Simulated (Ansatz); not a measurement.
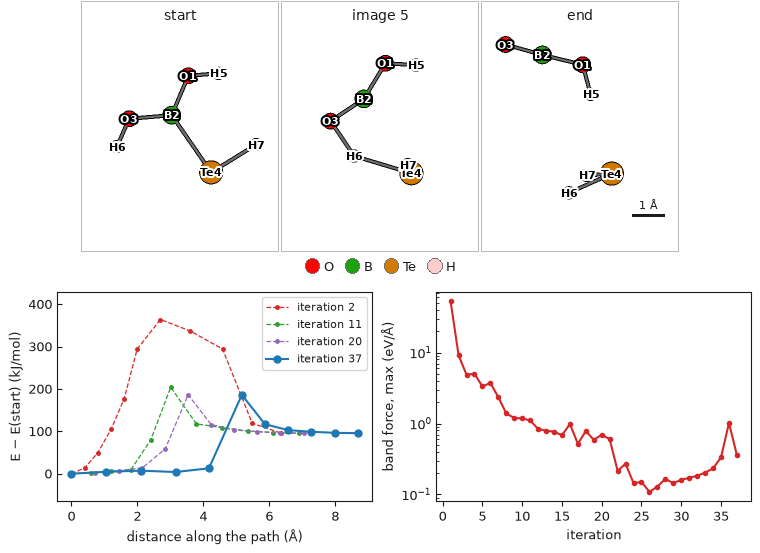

A search for the minimum-energy path of BH₃TeO₂ by the nudged elastic band. Images are numbered from 0 (start) to 10 (end). The plot follows the band through its iterations. A ball-and-stick model, seen face on.

Computed with RKS B3LYP/def2-SVPD in Ansatz 0.2.0. Settings: 9 movable images; climbing image; force threshold 0.05 eV/Å; iteration limit 37; starting path through a guess of the saddle point.

Judge this run.

Answer. The result isn't final. The band hadn't converged when the run stopped after 37 iterations. The largest component of the band force went from 53 to 0.36 eV/Å. The barrier read from it is provisional, though the highest image hardly moved in the last two iterations. The first iteration put the highest image at 1193.1 kJ/mol. The highest point, image 5, lies 186.0 kJ/mol above the start and 90.3 kJ/mol above the end; the end is at +95.7 kJ/mol relative to the start.

The run took 21 min on 2 threads of Arm Neoverse V1, on a shared host, peak memory 0.35 GiB.
